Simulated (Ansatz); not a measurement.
AlF₂H···H₄OSi

| atom | x (Å) | y (Å) | z (Å) |
| --- | --- | --- | --- |
| Al | 0.1142 | 0.4563 | -0.5325 |
| O | 0.0003 | 0.2015 | 2.4162 |
| Si | -1.3641 | -0.3628 | 3.2268 |
| H | -2.2570 | -1.1229 | 2.3021 |
| H | -0.8949 | -1.2603 | 4.3151 |
| H | -2.1214 | 0.7923 | 3.7965 |
| F | 1.5009 | -0.1673 | -1.1850 |
| F | -1.3274 | -0.2843 | -0.8729 |
| H | 0.1116 | 1.7896 | 0.2855 |
| H | -0.0173 | 1.1059 | 2.0200 |

Not at a stationary point (largest force 1.0 eV/Å).

Computed with RKS r2SCAN-D4/def2-SVP in Ansatz.

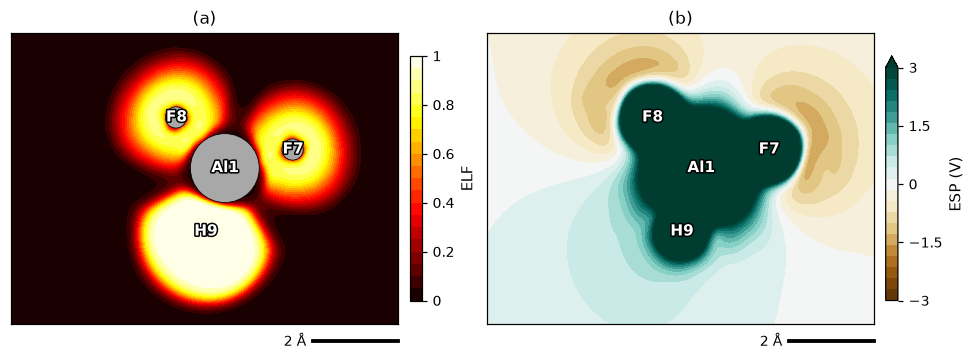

Figure 1. (a) electron localisation function; (b) molecular electrostatic potential on the plane of atoms F7, Al1 and F8. Grey discs cover the atomic cores in the ELF map.

What do the fields say about this system?

- The plane passes through Al, F and H nuclei.
- Al–F (1.65 Å): the ELF peaks at about 0.85 in the valence shell of F, 0.6 Å from its nucleus, and is about 0.25 at the midpoint.
- Al–H (1.56 Å): the ELF climbs to about 1 towards the hydrogen.
- The ELF also peaks beside F7 and F8, away from the bonds: lone-pair regions.
- Outside the dense part of the complex the potential is most negative (−1.5 V) near F7.

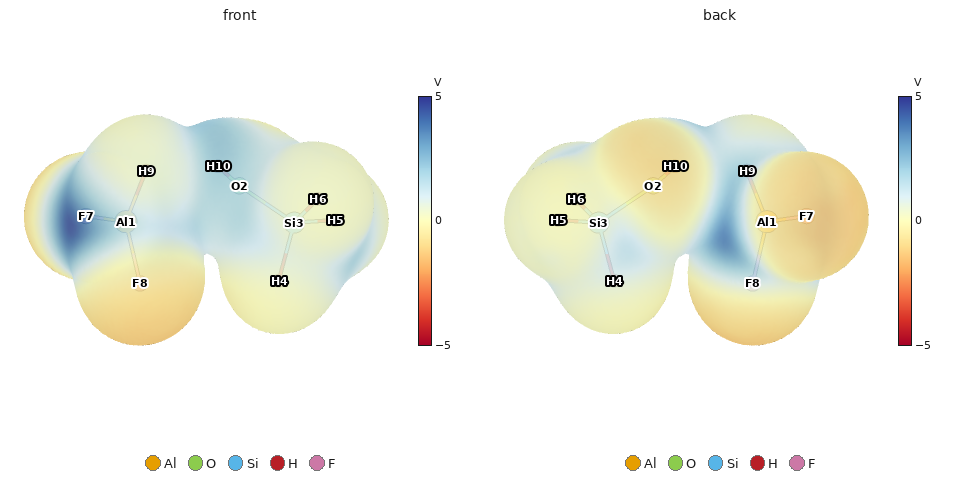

Figure 2. The molecular electrostatic potential painted on the density surface at 0.002 e/bohr³, seen from the front and from behind; red is negative and blue positive.

Where is the surface potential most negative and most positive?

The most negative region (about −1.3 V) lies over F7 and F8, the most positive (about +4.0 V) over Al1.

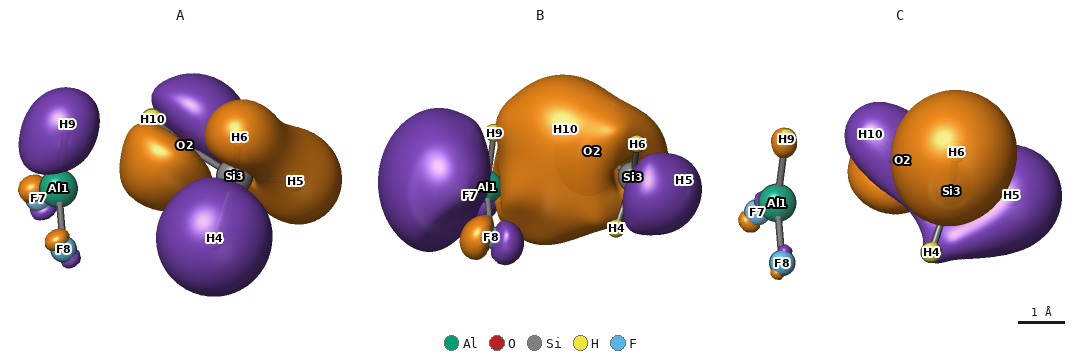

Figure 3. Three frontier orbitals at ±0.06 Å⁻³ᐟ² (orange and purple are the two phases), in no order.

Order the three orbitals by energy and name them.

C is the HOMO−1 (−8.50 eV). By Hirshfeld shares it lies mainly on O2 (about 30 %), Si3 (about 25 %), H6 (about 25 %) and H5 (about 10 %). A is the HOMO (−7.85 eV). Its weight (Hirshfeld) is mainly on O2 (about 45 %), Si3 (about 20 %), H4 (about 20 %) and H5 (about 5 %). B is the LUMO (−1.01 eV). Its weight (Hirshfeld) is mainly on Al1 (about 55 %), Si3 (about 10 %), O2 (about 10 %) and H10 (about 5 %).

What is the HOMO–LUMO gap?

6.84 eV between the orbital energies.
